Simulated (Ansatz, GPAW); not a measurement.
# Work function of Mg/Cd(0001) at several levels, part 2 of 3

Aim: the work function of both faces of Mg/Cd(0001), and its spread over functionals and bases.

GPAW 26.7.0 and Ansatz 0.2.0; Ansatz plane waves; slab in vacuum with a dipole correction, relaxation; PAW set soft_1 (the session's first sound run).

So far: Set-up; Relaxing the atoms.

**2. Relaxing the atoms (continued)**

The electrostatic potential energy of an electron (with the applied field's), less the Fermi level, planar mean oscillates, so the rows of the table below give means over windows of 2.9 Å about each position, cut where the curve ends. Its maxima inside the range that stand out by 2 % of the span (Å: eV): 8.4: 1.21, 11.3: 1.71, 14.2: 1.60, 17.4: 2.02. Its minima: 7.0: -11.7, 9.8: -11.8, 12.9: -11.8, 15.8: -11.8, 18.4: -1.70.

The electrostatic potential energy of an electron (with the applied field's), less the Fermi level, planar mean by z; means over each step:

```csv
z (Å),"electrostatic potential energy of an electron (with the applied field's), less the Fermi level, planar mean (eV)"
1.45,3.83
4.35,3.51
7.25,-4.83
10.15,-4.78
13.05,-4.82
15.95,-4.78
18.85,1.18
21.75,3.49
24.65,3.54
```

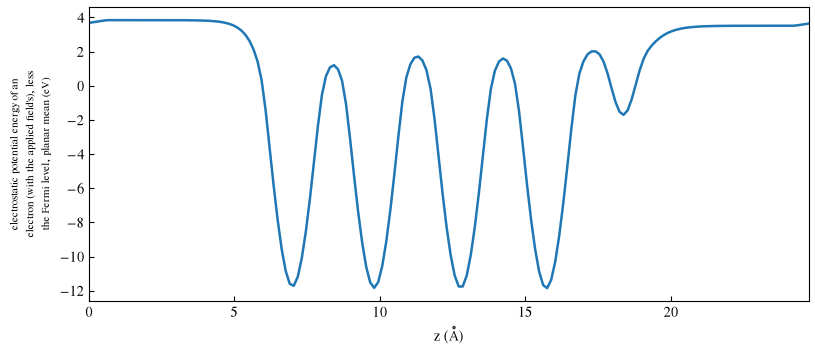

Electrostatic potential energy of an electron (with the applied field's), less the Fermi level, planar mean against z.

The valence density, planar mean oscillates, so the rows of the table below give means over windows of 2.83 Å about each position, cut where the curve ends. Its maxima inside the range that stand out by 2 % of the span (Å: e/Å³): 7.0: 2.69, 9.8: 2.71, 12.9: 2.65, 15.8: 2.70, 18.4: 0.436. Its minima: 8.4: 0.106, 11.3: 0.0873, 14.2: 0.0909, 17.6: 0.0425.

The valence density, planar mean by z; means over each step:

```csv
z (Å),"valence density, planar mean (e/Å³)"
1.42,8.1e-6
4.25,0.00829
7.08,0.914
9.91,0.917
12.73,0.915
15.57,0.914
18.39,0.121
21.23,0.00189
24.05,7.3e-6
```

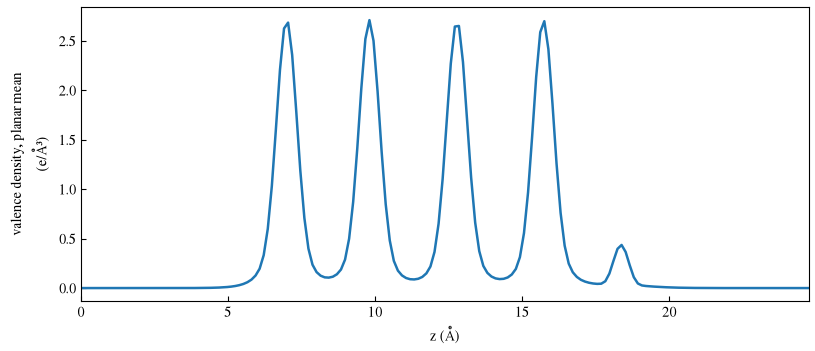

Valence density, planar mean against z.

The relaxation lowered the energy of the cell by 0.119 eV.

**3. The slab's potential**

With the geometry fixed, the planar mean of the potential gives the vacuum level on each side.

This step: GPAW, PAW setups; slab in vacuum (GPAW 26.7.0).

run.py reads:

```python
import json
import numpy as np
from ase import Atoms
from gpaw import GPAW, PW

slab = Atoms(
    ['Cd', 'Cd', 'Cd', 'Cd', 'Cd', 'Cd', 'Cd', 'Cd', 'Cd', 'Cd', 'Cd', 'Cd', 'Cd', 'Cd', 'Cd', 'Cd', 'Mg'],
    positions=[
        [2.98000, 1.72050, 7.00000],
        [0.00000, 0.00000, 9.81014],
        [2.98159, 1.72142, 12.80521],
        [-0.01175, -0.00678, 15.73007],
        [4.47000, 4.30126, 7.00000],
        [1.49000, 2.58076, 9.81014],
        [4.47000, 4.29942, 12.80521],
        [1.49000, 2.59432, 15.73007],
        [5.96000, 1.72050, 7.00000],
        [2.98000, 0.00000, 9.81014],
        [5.95841, 1.72142, 12.80521],
        [2.99175, -0.00678, 15.73007],
        [7.45000, 4.30126, 7.00000],
        [4.47000, 2.58076, 9.81014],
        [7.45000, 4.30126, 12.73175],
        [4.47000, 2.58076, 15.71120],
        [1.49000, 0.86025, 18.36272]],
    cell=[[5.96, 0.0, 0.0], [2.98, 5.16151, 0.0], [0.0, 0.0, 24.87887]],
    pbc=[True, True, False])

slab.calc = GPAW(mode=PW(400), xc='PBE', kpts={'size': (6, 6, 1), 'gamma': True},
                 occupations={'name': 'fermi-dirac', 'width': 0.1}, nbands='200%',
                 convergence={'density': 1e-05}, maxiter=200,
                 poissonsolver={'dipolelayer': 'xy'},
                 symmetry={'tolerance': 1e-3}, txt='slab.txt')
result = {}
energy = slab.get_potential_energy()
fermi = slab.calc.get_fermi_level()
v = slab.calc.get_electrostatic_potential().mean((0, 1)) - fermi
n = slab.calc.get_pseudo_density().mean((0, 1))
L = slab.cell[2, 2]
z = np.arange(len(v)) * L / len(v)
low, high = slab.positions[:, 2].min(), slab.positions[:, 2].max()
below, above = np.interp([low - 4.8, high + 4.8], z, v)
slopes = [np.interp(x, z, np.gradient(v, z)) for x in (low - 4.8, high + 4.8)]
eps = np.array([[slab.calc.get_eigenvalues(k, s) for k in range(len(slab.calc.get_ibz_k_points()))]
                for s in range(slab.calc.get_number_of_spins())]) - fermi
top, bottom = eps[eps < 0].max(), eps[eps > 0].min()
dipole = slab.get_dipole_moment()[2]
print(f'energy {energy:.4f} eV, Fermi level {fermi:.4f} eV, dipole {dipole:.5f} e A')
print(f'potential 4.8 A off the faces, from the Fermi level: lower {below:.4f} eV, upper {above:.4f} eV')
print(f'slope of the potential there: lower {slopes[0]:.5f}, upper {slopes[1]:.5f} eV/A')
print(f'nearest levels on the mesh: {top:.4f} and {bottom:.4f} eV')
print('magnetic moment', round(slab.get_magnetic_moment(), 3))
result.update(energy=energy, fermi=fermi, dipole=dipole, below=below, above=above, slopes=slopes, edges=[top, bottom],
              z=z.tolist(), v=v.tolist(), n=n.tolist(), positions=slab.positions.tolist(),
              forces=slab.get_forces(apply_constraint=False).tolist(), moments=slab.get_magnetic_moments().tolist())
json.dump(result, open('result.json', 'w'))
```

Run with:

```console
$ OMP_NUM_THREADS=1 OPENBLAS_NUM_THREADS=1 python run.py
```

Numbers of over 12 decimals in the logs are rounded to 6 here.

The program printed:

```text
energy -13.3140 eV, Fermi level 1.7122 eV, dipole 0.05772 e A
potential 4.8 A off the faces, from the Fermi level: lower 3.8641 eV, upper 3.5219 eV
slope of the potential there: lower -0.00078, upper 0.00096 eV/A
nearest levels on the mesh: -0.0805 and 0.1171 eV
magnetic moment 0.0
```

Run time: 24 min. Hardware: 1 thread of Arm Neoverse V2, shared host; peak memory 1.1 GiB.

This step gave:

```
dipole along the normal                    : 0.05772 e·Å
levels nearest the Fermi level on the mesh : -0.08052, 0.1171 eV from the Fermi level
upper work function                        : 3.522 eV
lower work function                        : 3.864 eV
```

The electrostatic potential energy of an electron (without an applied field's), less the Fermi level, planar mean oscillates, so the rows of the table below give means over windows of 2.9 Å about each position, cut where the curve ends. Its maxima inside the range that stand out by 2 % of the span (Å: eV): 8.4: 1.23, 11.3: 1.74, 14.2: 1.60, 17.3: 2.04. Its minima: 7.0: -22.1, 9.8: -22.3, 12.8: -22.3, 15.8: -22.4, 18.3: -0.687.

Table of electrostatic potential energy of an electron (without an applied field's), less the Fermi level, planar mean by z; means over each step:

```csv
z (Å),"electrostatic potential energy of an electron (without an applied field's), less the Fermi level, planar mean (eV)"
1.45,3.85
4.35,3.53
7.25,-7.30
10.15,-7.26
13.05,-7.29
15.95,-7.26
18.85,1.50
21.75,3.49
24.65,3.53
```

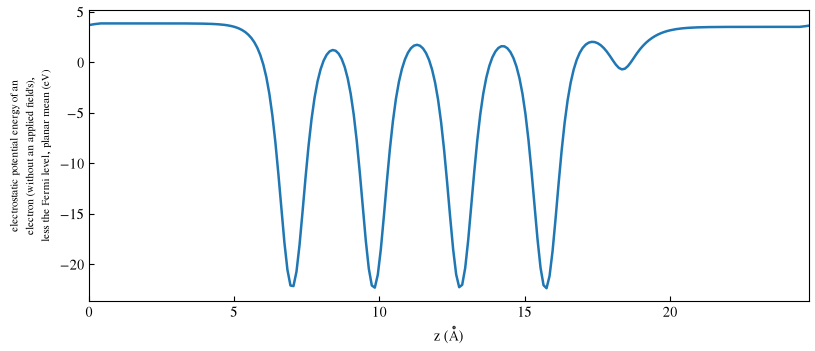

Electrostatic potential energy of an electron (without an applied field's), less the Fermi level, planar mean, plotted against z.

The pseudo valence density, planar mean oscillates, so the rows of the table below give means over windows of 2.8 Å about each position, cut where the curve ends. Its maxima inside the range that stand out by 2 % of the span (Å: e/Å³): 7.0: 1.51, 9.7: 1.49, 12.9: 1.48, 15.8: 1.52, 18.5: 0.420. Its minima: 8.3: 0.109, 11.4: 0.0898, 14.3: 0.0914, 17.6: 0.0443.

Pseudo valence density, planar mean against z; means over each step:

```csv
z (Å),"pseudo valence density, planar mean (e/Å³)"
1.40,8.0e-6
4.20,0.00729
7.00,0.550
9.80,0.555
12.60,0.551
15.40,0.551
18.20,0.129
21.00,0.00277
23.80,1.2e-5
```

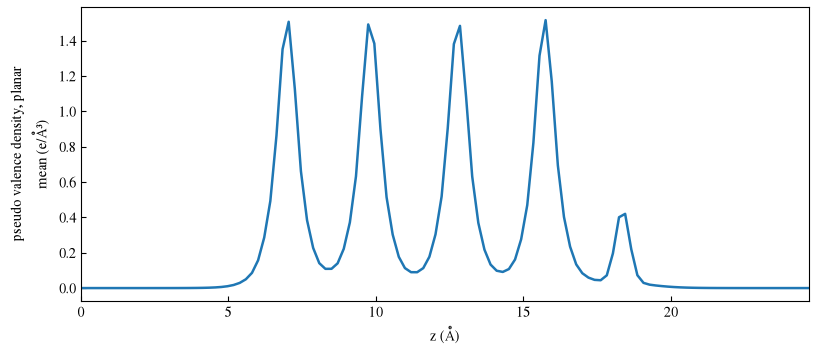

Pseudo valence density, planar mean, plotted against z.

Force by atom:

```csv
atom,x (eV/Å),y (eV/Å),z (eV/Å),size
Cd1,0.028,0.016,-0.099,0.105
Cd2,-0.020,-0.012,0.108,0.110
Cd3,-0.003,-0.002,0.003,0.005
Cd4,0.000,0.000,-0.001,0.001
Cd5,0.000,-0.033,-0.099,0.105
Cd6,0.000,0.024,0.108,0.110
Cd7,0.000,0.004,0.003,0.004
Cd8,0.000,0.000,-0.001,0.001
Cd9,-0.028,0.016,-0.099,0.105
Cd10,0.020,-0.012,0.108,0.110
Cd11,0.003,-0.002,0.003,0.004
Cd12,0.000,0.000,-0.001,0.001
Cd13,0.000,0.000,-0.091,0.091
Cd14,0.000,0.000,0.108,0.108
Cd15,0.000,0.000,-0.010,0.010
Cd16,0.000,0.000,-0.014,0.014
Mg17,0.000,0.000,-0.026,0.026
```

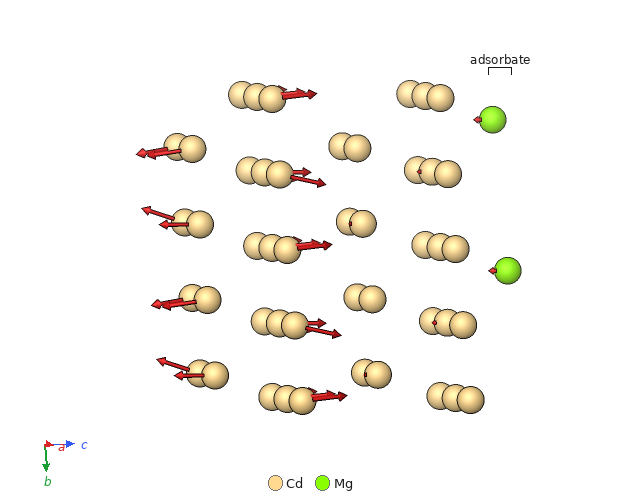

Force as arrows, the longest 0.110 eV/Å. 1×2×1 cells are drawn. Some periodic images of atoms are drawn too.

The potential is flat to 9.6e-4 eV/Å where it is read, so the vacuum is wide enough. The geometry is the other program's minimum; here the largest force on a free atom is 0.026 eV/Å.

**4. Self-consistent run: xc = "vdW-DF2"**

The same geometry under vdW-DF2, to see how far the functional moves the levels against the vacuum (the van der Waals functionals take revPBE setups).

run.py: that of step 3 with these lines changed.

```diff
@@ -28,3 +28,3 @@
 
-slab.calc = GPAW(mode=PW(400), xc='PBE', kpts={'size': (6, 6, 1), 'gamma': True},
+slab.calc = GPAW(mode=PW(400), xc='vdW-DF2', kpts={'size': (6, 6, 1), 'gamma': True},
                  occupations={'name': 'fermi-dirac', 'width': 0.1}, nbands='200%',
```

The program printed:

```text
energy -1548.3824 eV, Fermi level 1.6226 eV, dipole 0.05922 e A
potential 4.8 A off the faces, from the Fermi level: lower 4.1916 eV, upper 3.8412 eV
slope of the potential there: lower -0.00199, upper 0.00157 eV/A
nearest levels on the mesh: -0.0900 and 0.1475 eV
magnetic moment 0.0
```

The job ended after 23 min (1 thread; peak memory 1.5 GiB).

Numbers from this step:

```
dipole along the normal                    : 0.05922 e·Å
levels nearest the Fermi level on the mesh : -0.08999, 0.1475 eV from the Fermi level
upper work function                        : 3.841 eV
lower work function                        : 4.192 eV
```

The electrostatic potential energy of an electron (without an applied field's), less the Fermi level, planar mean oscillates, so the rows of the table below give means over windows of 2.9 Å about each position, cut where the curve ends. Its maxima inside the range that stand out by 2 % of the span (Å: eV): 8.4: 0.948, 11.3: 1.48, 14.2: 1.33, 17.3: 2.02. Its minima: 7.0: -22.2, 9.8: -22.4, 12.8: -22.3, 15.8: -22.4, 18.3: -0.511.

The electrostatic potential energy of an electron (without an applied field's), less the Fermi level, planar mean by z; means over each step:

```csv
z (Å),"electrostatic potential energy of an electron (without an applied field's), less the Fermi level, planar mean (eV)"
1.45,4.18
4.35,3.79
7.25,-7.42
10.15,-7.42
13.05,-7.45
15.95,-7.35
18.85,1.70
21.75,3.81
24.65,3.85
```

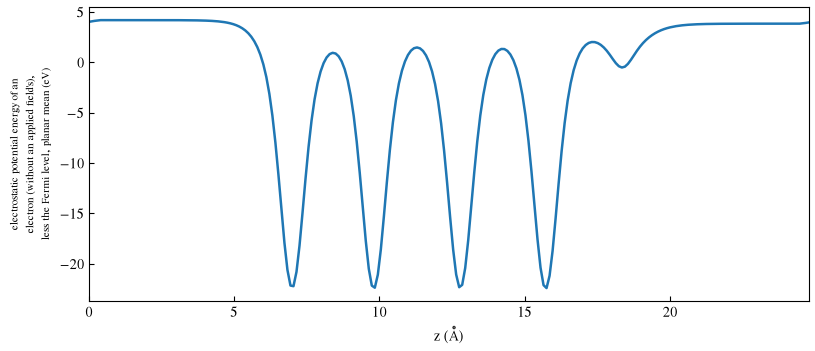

Electrostatic potential energy of an electron (without an applied field's), less the Fermi level, planar mean against z.

The pseudo valence density, planar mean oscillates, so the rows of the table below give means over windows of 2.8 Å about each position, cut where the curve ends. Its maxima inside the range that stand out by 2 % of the span (Å: e/Å³): 7.0: 1.51, 9.7: 1.49, 12.9: 1.49, 15.8: 1.52, 18.5: 0.421. Its minima: 8.3: 0.105, 11.4: 0.0862, 14.3: 0.0875, 17.6: 0.0437.

The pseudo valence density, planar mean by z; means over each step:

```csv
z (Å),"pseudo valence density, planar mean (e/Å³)"
1.40,1.5e-5
4.20,0.00775
7.00,0.549
9.80,0.555
12.60,0.551
15.40,0.550
18.20,0.129
21.00,0.00282
23.80,1.6e-5
```

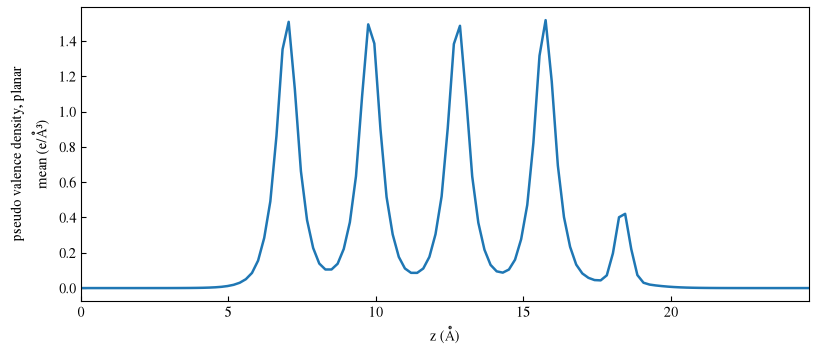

Pseudo valence density, planar mean against z.

Force by atom:

```csv
atom,x (eV/Å),y (eV/Å),z (eV/Å),size
Cd1,0.027,0.015,-0.426,0.427
Cd2,-0.014,-0.008,0.155,0.156
Cd3,-0.010,-0.006,-0.010,0.015
Cd4,-0.005,-0.003,0.197,0.197
Cd5,-0.001,-0.032,-0.426,0.427
Cd6,0.000,0.016,0.155,0.156
Cd7,-0.001,0.011,-0.010,0.014
Cd8,0.000,0.006,0.197,0.197
Cd9,-0.028,0.015,-0.426,0.427
Cd10,0.014,-0.008,0.155,0.156
Cd11,0.009,-0.006,-0.010,0.014
Cd12,0.005,-0.003,0.197,0.197
Cd13,-0.001,0.000,-0.419,0.419
Cd14,0.000,0.000,0.163,0.163
Cd15,-0.001,0.000,-0.013,0.013
Cd16,0.000,0.000,0.193,0.193
Mg17,0.000,0.000,0.308,0.308
```

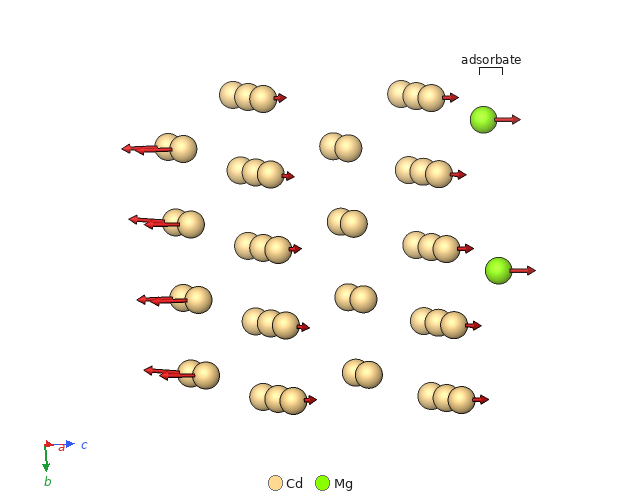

Force as arrows, the longest 0.427 eV/Å. 1×2×1 cells are drawn. Some periodic images of atoms are drawn too.

The upper face's work function is 3.841 eV, against 3.522 eV in the first plane-wave PBE run at this geometry.

**5. Self-consistent run: xc = "revPBE"**

The same geometry under revPBE, to see how far the functional moves the levels against the vacuum.

run.py: that of step 4 with these lines changed.

```diff
@@ -28,3 +28,3 @@
 
-slab.calc = GPAW(mode=PW(400), xc='vdW-DF2', kpts={'size': (6, 6, 1), 'gamma': True},
+slab.calc = GPAW(mode=PW(400), xc='revPBE', kpts={'size': (6, 6, 1), 'gamma': True},
                  occupations={'name': 'fermi-dirac', 'width': 0.1}, nbands='200%',
```

The program printed:

```text
energy -8.0483 eV, Fermi level 1.8175 eV, dipole 0.04176 e A
potential 4.8 A off the faces, from the Fermi level: lower 3.7198 eV, upper 3.4713 eV
slope of the potential there: lower -0.00090, upper 0.00105 eV/A
nearest levels on the mesh: -0.0784 and 0.1140 eV
magnetic moment 0.0
```

It took 24 min on 1 thread; peak memory 1.1 GiB.

This step gave:

```
dipole along the normal                    : 0.04176 e·Å
levels nearest the Fermi level on the mesh : -0.07841, 0.1140 eV from the Fermi level
upper work function                        : 3.471 eV
lower work function                        : 3.720 eV
```

The electrostatic potential energy of an electron (without an applied field's), less the Fermi level, planar mean oscillates, so the rows of the table below give means over windows of 2.9 Å about each position, cut where the curve ends. Its maxima inside the range that stand out by 2 % of the span (Å: eV): 8.4: 1.11, 11.3: 1.62, 14.2: 1.48, 17.3: 1.92. Its minima: 7.0: -22.2, 9.8: -22.4, 12.8: -22.3, 15.8: -22.4, 18.3: -0.791.

Electrostatic potential energy of an electron (without an applied field's), less the Fermi level, planar mean against z; means over each step:

```csv
z (Å),"electrostatic potential energy of an electron (without an applied field's), less the Fermi level, planar mean (eV)"
1.45,3.71
4.35,3.39
7.25,-7.41
10.15,-7.37
13.05,-7.40
15.95,-7.37
18.85,1.41
21.75,3.44
24.65,3.48
```

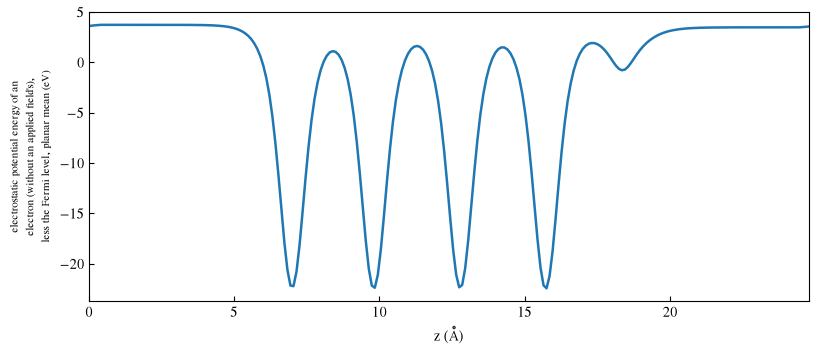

Electrostatic potential energy of an electron (without an applied field's), less the Fermi level, planar mean, plotted against z.

The upper face's work function is 3.471 eV, against 3.522 eV in the first plane-wave PBE run at this geometry.

**6. OptPBE vdW: xc = "optPBE-vdW"**

The same geometry under optPBE-vdW, to see how far the functional moves the levels against the vacuum (the van der Waals functionals take revPBE setups).

run.py: that of step 5 with these lines changed.

```diff
@@ -28,3 +28,3 @@
 
-slab.calc = GPAW(mode=PW(400), xc='revPBE', kpts={'size': (6, 6, 1), 'gamma': True},
+slab.calc = GPAW(mode=PW(400), xc='optPBE-vdW', kpts={'size': (6, 6, 1), 'gamma': True},
                  occupations={'name': 'fermi-dirac', 'width': 0.1}, nbands='200%',
```

The program printed:

```text
energy -255.9820 eV, Fermi level 1.6517 eV, dipole 0.05934 e A
potential 4.8 A off the faces, from the Fermi level: lower 4.0380 eV, upper 3.6864 eV
slope of the potential there: lower -0.00141, upper 0.00138 eV/A
nearest levels on the mesh: -0.0793 and 0.1271 eV
magnetic moment 0.0
```

Wall time 24 min (1 thread); peak memory 1.5 GiB.

This step gave:

```
dipole along the normal                    : 0.05934 e·Å
levels nearest the Fermi level on the mesh : -0.07927, 0.1271 eV from the Fermi level
upper work function                        : 3.686 eV
lower work function                        : 4.038 eV
```

The electrostatic potential energy of an electron (without an applied field's), less the Fermi level, planar mean oscillates, so the rows of the table below give means over windows of 2.9 Å about each position, cut where the curve ends. Its maxima inside the range that stand out by 2 % of the span (Å: eV): 8.4: 1.14, 11.3: 1.66, 14.2: 1.52, 17.3: 2.02. Its minima: 7.0: -22.1, 9.8: -22.3, 12.8: -22.2, 15.8: -22.3, 18.3: -0.639.

Electrostatic potential energy of an electron (without an applied field's), less the Fermi level, planar mean against z; means over each step:

```csv
z (Å),"electrostatic potential energy of an electron (without an applied field's), less the Fermi level, planar mean (eV)"
1.45,4.03
4.35,3.66
7.25,-7.33
10.15,-7.29
13.05,-7.32
15.95,-7.28
18.85,1.57
21.75,3.65
24.65,3.70
```

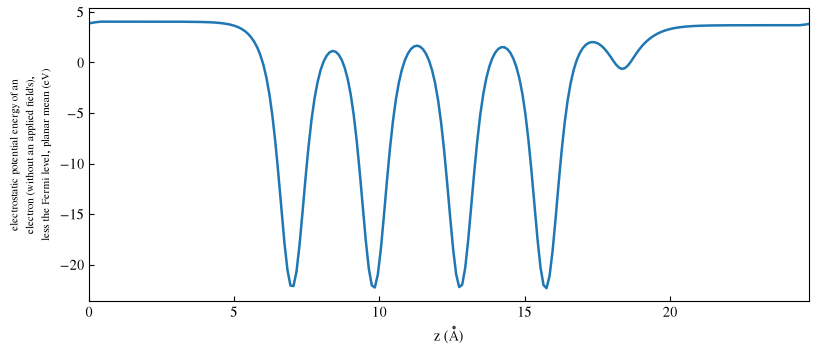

Electrostatic potential energy of an electron (without an applied field's), less the Fermi level, planar mean against z.

The upper face's work function is 3.686 eV, against 3.522 eV in the first plane-wave PBE run at this geometry.

[end of part 2 of 3]

[Logs are printed without paths, hosts, clocks, repeated set-up lines and the standing remarks that a program may print on its own settings, such as how far it seeks lower states.]

[Hosts, paths, dates, database ids (printed as entryN), source tags and the programs' standing remarks are cut or masked in the printed files.]
